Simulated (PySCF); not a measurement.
# C₄H₈FNOSi, a complex of two parts: electronic excitations, part 1 of 2

What electronic excitations should one expect for `[SiH3]c1ncco1` with `CF`?

Computed with PySCF 2.14.0; each step states its level. No surroundings beyond the atoms listed, unless a continuum is named. Atoms count from 0, parts from 1.

## 1. Starting point

16 atoms, charge 0, multiplicity 1; geometry: GFN1-xTB, MD frame. Parts: 1 = atoms 0–10, `[SiH3]c1ncco1`, charge 0; 2 = atoms 11–15, `CF`, charge 0.

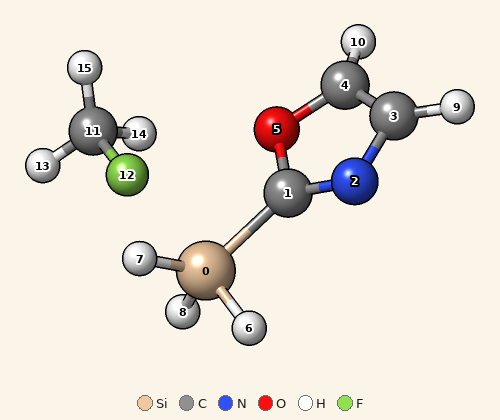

The starting geometry (silicon light orange, carbon grey, nitrogen blue, oxygen red, hydrogen white, fluorine green), atoms numbered.

## 2. Excited states and response: 375 fs

The job: settings as JSON, then the geometry in Å.

```
{"job": {"kind": "uv", "xc": "CAM-B3LYP", "basis": "def2-SVP", "nstates": 4, "ntriplets": 0}, "charge": 0, "multiplicity": 1, "parts": [{"atoms": "0-10", "charge": 0, "multiplicity": 1}, {"atoms": "11-15", "charge": 0, "multiplicity": 1}]}
Si    -1.888180     0.595403     0.139388
C     -0.217732     0.221155    -0.707072
N      0.324828     0.421749    -1.894172
C      1.671413     0.026724    -1.844333
C      1.839985    -0.545897    -0.686944
O      0.701217    -0.479418     0.089073
H     -2.353001     1.506671    -0.902184
H     -2.873580    -0.363085     0.117187
H     -1.978416     1.329735     1.379354
H      2.290271     0.321334    -2.757081
H      2.802395    -0.779533    -0.164942
C     -0.815317    -1.658868     2.779559
F     -1.347266    -1.078158     1.644101
H     -1.571072    -1.517358     3.533338
H      0.040785    -0.997517     2.994266
H     -0.371800    -2.654431     2.671054
```

Method: TDDFT CAM-B3LYP/def2-SVP, vertical, gas phase, core orbitals frozen in the response.

Started as:

```sh
OMP_NUM_THREADS=1 python cluster_run.py task.json out
```

This one command runs all jobs of the session in turn.

Output:

```text
coarse grid: 14168 points
cycle   1  E = -675.7224681985  dE =  1.099e+00  |g| = 6.560e-01  |ddm| = 4.021e+00
cycle   2  E = -675.7016042873  dE =  2.086e-02  |g| = 7.877e-01  |ddm| = 9.848e-01
cycle   3  E = -675.8116899265  dE = -1.101e-01  |g| = 5.545e-02  |ddm| = 5.289e-01
cycle   4  E = -675.8123061763  dE = -6.162e-04  |g| = 2.740e-02  |ddm| = 7.090e-02
cycle   5  E = -675.8124372641  dE = -1.311e-04  |g| = 1.226e-02  |ddm| = 2.912e-02
cycle   6  E = -675.8124671073  dE = -2.984e-05  |g| = 3.143e-03  |ddm| = 1.234e-02
cycle   7  E = -675.8124691766  dE = -2.069e-06  |g| = 1.479e-03  |ddm| = 3.290e-03
final grid: 133544 points
cycle   8  E = -675.9183815875  dE = -2.532e-05  |g| = 3.541e-03  |ddm| = 1.475e-02
cycle   9  E = -675.9183812902  dE =  2.974e-07  |g| = 4.022e-03  |ddm| = 5.251e-03
cycle  10  E = -675.9183842519  dE = -2.962e-06  |g| = 4.335e-04  |ddm| = 2.613e-03
cycle  11  E = -675.9183842865  dE = -3.455e-08  |g| = 1.953e-04  |ddm| = 4.810e-04
cycle  12  E = -675.9183842930  dE = -6.512e-09  |g| = 8.902e-05  |ddm| = 1.997e-04
cycle  13  E = -675.9183842946  dE = -1.631e-09  |g| = 1.865e-05  |ddm| = 7.564e-05
cycle  14  E = -675.9183842947  dE = -8.731e-11  |g| = 7.581e-06  |ddm| = 2.398e-05
converged SCF energy = -675.9183842947

Static polarisability (au): isotropic 73.835, principal 50.306 76.676 94.522

Singlet excitations
state   eV       nm        f      main configurations
  1   5.4822    226.2   0.00489   H-1->L 0.95
  2   6.2114    199.6   0.25190   H->L 0.96
  3   7.2746    170.4   0.01316   H-2->L 0.74
  4   7.3441    168.8   0.00576   H-3->L 0.40, H->L+1 0.17, H->L+2 0.12

== part 1 alone, relaxed ==
coarse grid: 10136 points
cycle   1  E = -536.2014404308  dE =  1.269e+00  |g| = 4.447e-01  |ddm| = 3.610e+00
cycle   2  E = -536.1995162305  dE =  1.924e-03  |g| = 4.994e-01  |ddm| = 6.824e-01
cycle   3  E = -536.2457549784  dE = -4.624e-02  |g| = 5.217e-02  |ddm| = 3.605e-01
cycle   4  E = -536.2463099211  dE = -5.549e-04  |g| = 2.086e-02  |ddm| = 6.339e-02
cycle   5  E = -536.2463828286  dE = -7.291e-05  |g| = 1.159e-02  |ddm| = 2.715e-02
cycle   6  E = -536.2464096177  dE = -2.679e-05  |g| = 2.611e-03  |ddm| = 1.020e-02
cycle   7  E = -536.2464112096  dE = -1.592e-06  |g| = 7.529e-04  |ddm| = 3.033e-03
final grid: 94616 points
cycle   8  E = -536.3314900140  dE = -1.780e-05  |g| = 2.653e-03  |ddm| = 1.309e-02
cycle   9  E = -536.3314886667  dE =  1.347e-06  |g| = 3.770e-03  |ddm| = 5.412e-03
cycle  10  E = -536.3314915927  dE = -2.926e-06  |g| = 4.541e-04  |ddm| = 3.096e-03
cycle  11  E = -536.3314916389  dE = -4.616e-08  |g| = 1.117e-04  |ddm| = 4.759e-04
cycle  12  E = -536.3314916420  dE = -3.115e-09  |g| = 3.462e-05  |ddm| = 1.484e-04
cycle  13  E = -536.3314916423  dE = -2.995e-10  |g| = 1.320e-05  |ddm| = 4.025e-05
converged SCF energy = -536.3314916423

Static polarisability (au): isotropic 58.035, principal 40.430 55.144 78.530

Singlet excitations
state   eV       nm        f      main configurations
  1   6.0676    204.3   0.00008   H-1->L 0.91
  2   6.1242    202.4   0.20783   H->L 0.95
  3   6.9722    177.8   0.00294   H-3->L 0.93
  4   7.4018    167.5   0.02811   H->L+1 0.58, H-2->L 0.33

== part 2 alone, relaxed ==
coarse grid: 4032 points
cycle   1  E = -139.5215443291  dE =  2.953e-02  |g| = 4.739e-01  |ddm| = 1.902e+00
cycle   2  E = -139.5121652081  dE =  9.379e-03  |g| = 5.570e-01  |ddm| = 6.315e-01
cycle   3  E = -139.5593585980  dE = -4.719e-02  |g| = 2.011e-02  |ddm| = 3.231e-01
cycle   4  E = -139.5594288751  dE = -7.028e-05  |g| = 3.563e-03  |ddm| = 1.331e-02
cycle   5  E = -139.5594321961  dE = -3.321e-06  |g| = 9.725e-04  |ddm| = 4.108e-03
final grid: 38928 points
cycle   6  E = -139.5790541484  dE = -9.510e-06  |g| = 2.884e-03  |ddm| = 7.411e-03
cycle   7  E = -139.5790537871  dE =  3.613e-07  |g| = 3.335e-03  |ddm| = 3.544e-03
cycle   8  E = -139.5790555777  dE = -1.791e-06  |g| = 1.121e-04  |ddm| = 1.866e-03
cycle   9  E = -139.5790555798  dE = -2.071e-09  |g| = 6.001e-05  |ddm| = 1.382e-04
cycle  10  E = -139.5790555806  dE = -8.112e-10  |g| = 5.213e-06  |ddm| = 5.055e-05
converged SCF energy = -139.5790555806

Static polarisability (au): isotropic 12.577, principal 12.261 12.735 12.736

Singlet excitations
state   eV       nm        f      main configurations
  1  10.1602    122.0   0.07077   H->L 0.77, H->L+3 0.11, H-1->L 0.11
  2  10.1605    122.0   0.07079   H-1->L 0.77, H-1->L+3 0.11, H->L 0.11
  3  11.0827    111.9   0.03416   H->L+3 0.83, H->L 0.12
  4  11.0828    111.9   0.03413   H-1->L+3 0.83, H-1->L 0.12
```

Wall time 53 s (1 thread of Arm Neoverse N1, shared host); peak memory 0.77 GiB.

The orbitals next to the gap, with their largest atomic shares:

```
orbital      eV                        atoms
 HOMO−3  -10.20    N2 36 %, O5 33 %, C3 19 %
 HOMO−2   -9.91    H6 39 %, Si0 37 %, H7 5 %
 HOMO−1   -9.02      N2 73 %, O5 8 %, C3 7 %
   HOMO   -8.50    C4 34 %, C1 27 %, C3 21 %
   LUMO    0.77    C1 30 %, N2 18 %, C4 16 %
 LUMO+1    2.44  Si0 30 %, C11 13 %, C3 10 %
 LUMO+2    2.64   C3 18 %, C4 14 %, H14 11 %
```

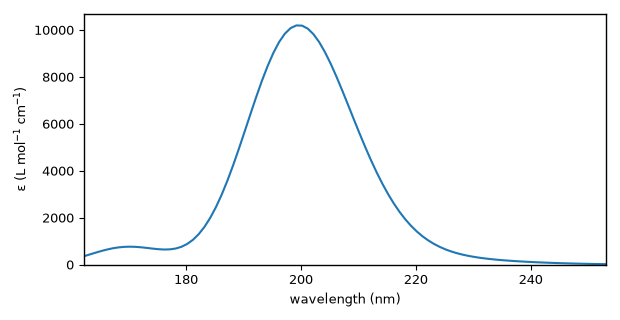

Absorption spectrum: each of the 4 states is a Gaussian band of 0.4 eV half-width at 1/e. Beyond the last state computed it falls off for lack of states.

Further results of this job:

```
           property  computed
  dipole moment (D)      4.85
polarisability (Å³)     10.94
 HOMO–LUMO gap (eV)      9.26
      −ε(HOMO) (eV)      8.50
```

## 3. TDDFT and polarisability: 600 fs

The job: settings as JSON, then the geometry in Å.

```
{"job": {"kind": "uv", "xc": "CAM-B3LYP", "basis": "def2-SVP", "nstates": 4, "ntriplets": 0}, "charge": 0, "multiplicity": 1, "parts": [{"atoms": "0-10", "charge": 0, "multiplicity": 1}, {"atoms": "11-15", "charge": 0, "multiplicity": 1}]}
Si    -1.357019     0.572653    -0.484626
C      0.117994    -0.627591    -0.270811
N      0.494182     0.280271    -1.148974
C      1.521798    -0.272387    -1.893164
C      1.768546    -1.505075    -1.260881
O      0.881296    -1.676181    -0.278336
H     -1.848667     0.789015    -1.890425
H     -2.670058     0.167446     0.076388
H     -1.168361     1.760076     0.273903
H      2.094806     0.301147    -2.611514
H      2.636167    -2.175870    -1.243992
C     -0.722348    -1.081729     2.857648
F     -1.503817    -0.190901     2.101654
H     -1.361442    -1.941054     3.028174
H     -0.556563    -0.516348     3.760264
H      0.234968    -1.239795     2.338662
```

Level: TDDFT CAM-B3LYP/def2-SVP, vertical, gas phase, core orbitals frozen in the response.

Output:

```text
coarse grid: 14168 points
cycle   1  E = -675.6970283802  dE =  1.355e+00  |g| = 6.389e-01  |ddm| = 4.091e+00
cycle   2  E = -675.6875571359  dE =  9.471e-03  |g| = 7.456e-01  |ddm| = 1.032e+00
cycle   3  E = -675.7800929045  dE = -9.254e-02  |g| = 5.240e-02  |ddm| = 5.118e-01
cycle   4  E = -675.7806238719  dE = -5.310e-04  |g| = 1.735e-02  |ddm| = 6.165e-02
cycle   5  E = -675.7806727256  dE = -4.885e-05  |g| = 1.107e-02  |ddm| = 2.615e-02
cycle   6  E = -675.7806960888  dE = -2.336e-05  |g| = 2.961e-03  |ddm| = 9.870e-03
cycle   7  E = -675.7806980518  dE = -1.963e-06  |g| = 5.383e-04  |ddm| = 3.272e-03
final grid: 133544 points
cycle   8  E = -675.8852710268  dE = -2.641e-05  |g| = 4.612e-03  |ddm| = 1.617e-02
cycle   9  E = -675.8852687985  dE =  2.228e-06  |g| = 5.905e-03  |ddm| = 7.729e-03
cycle  10  E = -675.8852753149  dE = -6.516e-06  |g| = 7.327e-04  |ddm| = 4.397e-03
cycle  11  E = -675.8852754223  dE = -1.074e-07  |g| = 2.627e-04  |ddm| = 7.605e-04
cycle  12  E = -675.8852754358  dE = -1.358e-08  |g| = 9.230e-05  |ddm| = 2.803e-04
cycle  13  E = -675.8852754376  dE = -1.784e-09  |g| = 1.027e-05  |ddm| = 8.882e-05
cycle  14  E = -675.8852754377  dE = -5.139e-11  |g| = 3.583e-06  |ddm| = 2.165e-05
converged SCF energy = -675.8852754377

Static polarisability (au): isotropic 72.808, principal 53.368 73.540 91.516

Singlet excitations
state   eV       nm        f      main configurations
  1   5.5857    222.0   0.00601   H->L 0.89
  2   6.2754    197.6   0.21534   H-1->L 0.89
  3   6.6474    186.5   0.03013   H->L+1 0.79
  4   6.9489    178.4   0.02497   H-3->L 0.67, H-4->L 0.11
```

Run time: 38 s. Hardware: 1 thread of Arm Neoverse N1, shared host; peak memory 0.86 GiB.

In short: HOMO -8.29 eV, LUMO 0.48 eV; lowest singlet 5.59 eV.

## 4. TDDFT and polarisability: 825 fs

The job: settings as JSON, then the geometry in Å.

```
{"job": {"kind": "uv", "xc": "CAM-B3LYP", "basis": "def2-SVP", "nstates": 4, "ntriplets": 0}, "charge": 0, "multiplicity": 1, "parts": [{"atoms": "0-10", "charge": 0, "multiplicity": 1}, {"atoms": "11-15", "charge": 0, "multiplicity": 1}]}
Si    -1.557627     0.381044    -0.171754
C     -0.201810    -0.830610    -0.692219
N      0.565457     0.011212    -1.352439
C      1.659644    -0.690364    -1.739106
C      1.485695    -1.999893    -1.433759
O      0.211996    -2.098751    -0.756871
H     -1.917139     0.751467    -1.431503
H     -2.743916    -0.143541     0.575976
H     -0.952904     1.328962     0.507032
H      2.390225    -0.399058    -2.487344
H      2.038162    -2.961034    -1.474291
C     -0.981777    -0.313605     3.225587
F     -0.743878    -0.399770     1.879763
H     -2.100742    -0.087284     3.331367
H     -0.289392     0.329779     3.803854
H     -0.890297    -1.334894     3.706310
```

With the program's defaults for keys left out, this is: TDDFT CAM-B3LYP/def2-SVP, vertical, gas phase, core orbitals frozen in the response.

Output:

```text
coarse grid: 14168 points
cycle   1  E = -675.7102341339  dE =  1.203e+00  |g| = 6.410e-01  |ddm| = 4.067e+00
cycle   2  E = -675.6936455147  dE =  1.659e-02  |g| = 7.567e-01  |ddm| = 9.860e-01
cycle   3  E = -675.7944931167  dE = -1.008e-01  |g| = 5.171e-02  |ddm| = 5.253e-01
cycle   4  E = -675.7950367290  dE = -5.436e-04  |g| = 1.977e-02  |ddm| = 5.971e-02
cycle   5  E = -675.7950972987  dE = -6.057e-05  |g| = 1.158e-02  |ddm| = 2.416e-02
cycle   6  E = -675.7951218189  dE = -2.452e-05  |g| = 2.343e-03  |ddm| = 1.005e-02
cycle   7  E = -675.7951229687  dE = -1.150e-06  |g| = 1.078e-03  |ddm| = 2.649e-03
final grid: 133544 points
cycle   8  E = -675.9008510574  dE = -2.434e-05  |g| = 3.336e-03  |ddm| = 1.474e-02
cycle   9  E = -675.9008505797  dE =  4.777e-07  |g| = 3.959e-03  |ddm| = 5.064e-03
cycle  10  E = -675.9008533216  dE = -2.742e-06  |g| = 4.223e-04  |ddm| = 2.590e-03
cycle  11  E = -675.9008533509  dE = -2.927e-08  |g| = 2.558e-04  |ddm| = 5.240e-04
cycle  12  E = -675.9008533637  dE = -1.286e-08  |g| = 7.936e-05  |ddm| = 2.424e-04
cycle  13  E = -675.9008533653  dE = -1.537e-09  |g| = 1.553e-05  |ddm| = 8.703e-05
cycle  14  E = -675.9008533653  dE = -9.641e-11  |g| = 7.167e-06  |ddm| = 2.709e-05
converged SCF energy = -675.9008533653

Static polarisability (au): isotropic 72.720, principal 55.773 69.261 93.126

Singlet excitations
state   eV       nm        f      main configurations
  1   6.0451    205.1   0.13297   H->L 0.65, H-1->L 0.30
  2   6.2914    197.1   0.08987   H-1->L 0.63, H->L 0.31
  3   7.2625    170.7   0.00950   H->L+2 0.49, H-2->L 0.25, H->L+1 0.10
  4   7.6479    162.1   0.01035   H-4->L 0.34, H-3->L 0.31, H-2->L 0.09
```

Wall time 39 s (1 thread of Arm Neoverse N1, shared host); peak memory 0.86 GiB.

In short: HOMO -8.08 eV, LUMO 1.14 eV; lowest singlet 6.05 eV.

(Continued in part 2 of 2.)
